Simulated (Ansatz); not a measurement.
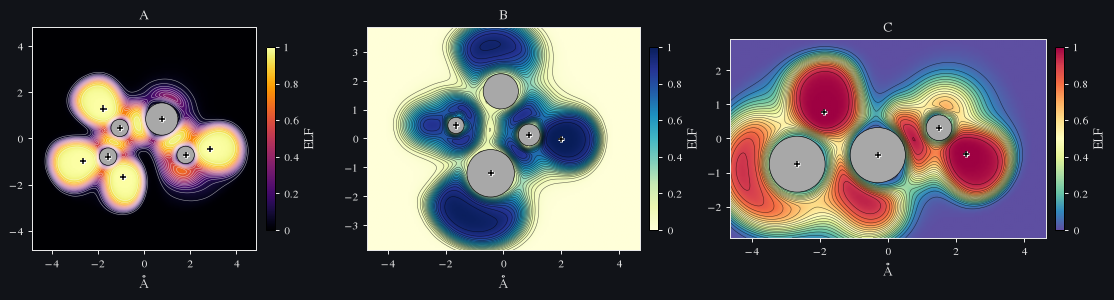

The ELF of 3 systems, each on a plane through atoms (crosses mark nuclei in the plane; grey discs cover the cores).

All numbers below come from isolated molecule in a Gaussian basis; Kohn-Sham density functional theory, functional PBE0 (Ansatz).

System 1: C4H9ClSi, the plane of atoms H7, C1 and H8. Geometry: PBE0-D3(BJ)/def2-SVP.

| atom | x (Å) | y (Å) | z (Å) |
| --- | --- | --- | --- |
| C | 1.1982 | 2.0769 | -1.2770 |
| C | 0.2703 | 1.1605 | -1.5757 |
| C | 1.0805 | -0.4573 | 0.9259 |
| C | 0.1519 | -1.9131 | -1.6510 |
| Cl | -2.0067 | -0.3360 | 0.0782 |
| Si | -0.0206 | -0.3905 | -0.5813 |
| H | 1.3506 | 2.9741 | -1.8876 |
| H | 1.8525 | 1.9779 | -0.4033 |
| H | -0.3550 | 1.3281 | -2.4633 |
| H | 0.8488 | -1.3514 | 1.5243 |
| H | 2.1420 | -0.5055 | 0.6349 |
| H | 0.9321 | 0.4264 | 1.5643 |
| H | 1.1827 | -2.0005 | -2.0299 |
| H | -0.0884 | -2.8226 | -1.0795 |
| H | -0.5290 | -1.8628 | -2.5141 |

System 2: CH4AlGe (SMILES [CH3][Al][GeH]) (doublet), the plane of atoms Al2, C1 and H4. Geometry: B3LYP-D3(BJ)/def2-SVP.

```xyz
7

C    -0.9443    0.1454   -0.3576
Al    0.8326    0.0919    0.4914
Ge    2.7298    0.6473    1.8203
H    -1.0985   -0.7171   -1.0277
H    -1.7434    0.1301    0.4037
H    -1.0658    1.0651   -0.9557
H     1.3018    1.5977    1.7643
```

System 3: CH2Ge2O, the plane of atoms Ge2, C1 and H5. Geometry: B3LYP-D3(BJ)/def2-SVP.

```csv
atom,x (Å),y (Å),z (Å)
C,-2.1232,-2.1688,2.3633
Ge,-1.4413,-0.5244,2.9692
Ge,-0.5667,-3.2238,2.3387
O,0.0747,-1.7458,3.6008
H,-3.0798,-2.3626,1.8663
H,0.9923,-1.4381,3.5563
```

Which map belongs to which system?

Panel A is system 1, C4H9ClSi: the plane holds C, Si and H. C–C (1.34 Å): the ELF peaks at about 0.90 between the atoms (a short, multiple covalent bond). Panel B is system 3, CH2Ge2O: the plane holds C, Ge, O and H. C–Ge (1.88 Å): the ELF peaks at about 0.90 in the valence shell of C, 0.7 Å from its nucleus, and is about 0.60 at the midpoint. Panel C is system 2, CH4AlGe: the plane holds C, Al, Ge and H. C–Al (1.97 Å): the ELF peaks at about 0.95 between the atoms; a shared but strongly polarised pair.
